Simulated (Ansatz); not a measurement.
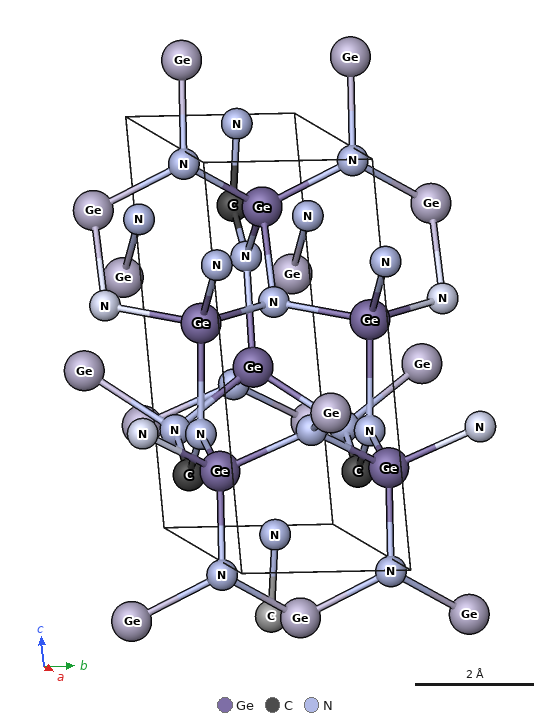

This ball-and-stick model is shown slightly off an axis. The outline marks the conventional unit cell. Atoms outside the box are added where they are bonded to one inside, in fainter colours.

Ge2CN4, space group Pm (No. 6), a = 7.161 Å, b = 2.936 Å, c = 7.556 Å, α = 90.00°, β = 117.85°, γ = 90.00°. It goes back to a structure type filled with these elements by a generator (whether the compound takes this form wasn't checked). Earlier steps of the study, as a rule a relaxation of our own, may have changed the cell and positions, so they can lie some per cent off the listed ones. Ansatz was used for an electronic-structure calculation on it.

This one geometry was computed with Ansatz (DFT, plane waves, PAW) at five levels of theory: PBE with spin-orbit coupling, r2SCAN, PBE, HSE06 and PBE0. It was relaxed beforehand with r2SCAN.

Which level gives the highest pressure at this volume, and what does that say about its equilibrium volume?

Answer. Highest: PBE with spin-orbit coupling (6.5 GPa) and PBE (6.5 GPa), which points to the largest equilibrium volume. Lowest, with the smallest volume: HSE06 (-2.5 GPa) and PBE0 (-2.7 GPa). Levels within 0.5 GPa of each other can't be told apart.

How does the band gap change with the level of theory?

Answer. PBE: a gap of 1.49 eV, indirect; PBE with spin-orbit coupling: a gap of 1.49 eV, indirect; r2SCAN: a gap of 1.75 eV, indirect; HSE06: a gap of 2.60 eV, indirect; PBE0: a gap of 3.33 eV, indirect.

Collect the results in a table.

Answer.
| level | cutoff (eV) | k-mesh of the run's cell | gap (eV) | pressure (GPa) |
| --- | --- | --- | --- | --- |
| PBE with spin-orbit coupling | 420 | 4×8×4 | 1.49 | 6.5 |
| r2SCAN | 500 | 4×8×4 | 1.75 | 0.0 |
| PBE | 420 | 4×8×4 | 1.49 | 6.5 |
| HSE06 | 420 | 2×6×2 | 2.60 | -2.5 |
| PBE0 | 420 | 2×6×2 | 3.33 | -2.7 |

Gaps are taken on the k-mesh or band path of each run.
